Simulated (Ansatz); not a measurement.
# Strength of the C–Si bond: CH8OSi2 → Si2H5O + CH3

Species: CH8OSi2 `C[SiH2]O[SiH3]`, singlet; Si2H5O `[SiH2]O[SiH3]`, doublet; CH3 (methyl radical) `[CH3]`, doublet. 

Shapes, held fixed at every level: PBE0-D4/def2-TZVP. Flexible molecules stand in one conformer, not always the lowest. Programs: Ansatz 0.2.0. The zero-point and thermal change to 298 K, harmonic and unscaled (PBE0-D4/def2-TZVP), is -17.2 kJ/mol.

```tsv
level	kind	ΔH(298 K) (kJ/mol)	less CCSD(T)/CBS estimate
HF/def2-TZVPP	Hartree–Fock	+276.0	-114.1
SPW92/def2-TZVPP	LDA	+431.8	+41.7
PBE0-D4/def2-TZVPP	global hybrid	+374.4	-15.7
MP2/def2-SVP	perturbation theory	+378.0	-12.1
CCSD(T)/def2-SVP	coupled cluster or CI	+367.8	-22.3
CCSD(T)/def2-TZVPP	coupled cluster or CI	+379.8	-10.3
CCSD/def2-TZVPP	coupled cluster or CI	+372.1	-18.0
CCSD(T)/CBS estimate	coupled cluster or CI	+390.1	0.0
```

The highest level, CCSD(T)/CBS estimate, gives ΔH(298 K) = +390.1 kJ/mol; the levels span +276.0 to +431.8. The column of differences is taken from that level and isn't an error. Hartree–Fock misses the correlation of the pair that is broken and comes out low. No measured value is set beside it here. Open shells run unrestricted unless RO is named. The CBS estimate extrapolates MP2 from def2-TZVPP and def2-QZVPP and adds CCSD(T) − MP2 in the triple-zeta set, cores frozen.

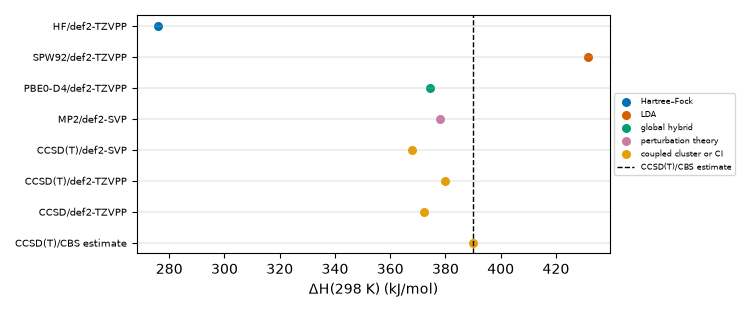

The values of the table, level by level.
